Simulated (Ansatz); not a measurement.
# Response to strain in SrTiO3

Take SrTiO₃ in the cubic perovskite structure (space group Pm-3m, No. 221; a = 3.9365 Å) as the base.

Strains are applied to the cell and any free atomic positions relax.

Method: PBE, PAW, 420 eV (Ansatz, a first-principles code; no SOC), earlier PAW set.

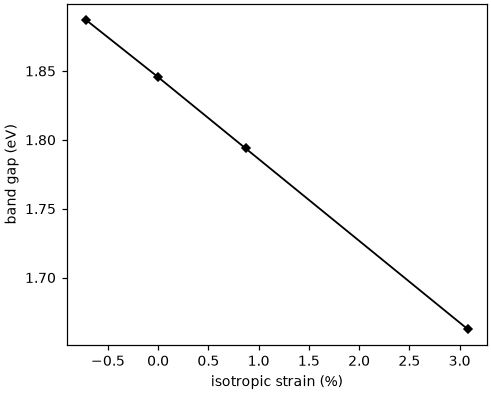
Figure. Band gap against isotropic strain

Q: From the plot, what is the band gap for isotropic strain +3.08 %?

A: About 1.66 eV.

Q: Is the trend monotonic over the range shown?

A: Yes, it falls throughout, spanning 1.66 eV to 1.89 eV.

No phonon test of stability was made. All final runs are without spin polarisation. Many cubic perovskites are stable only at high temperature; tilts and polar distortions were not tested.
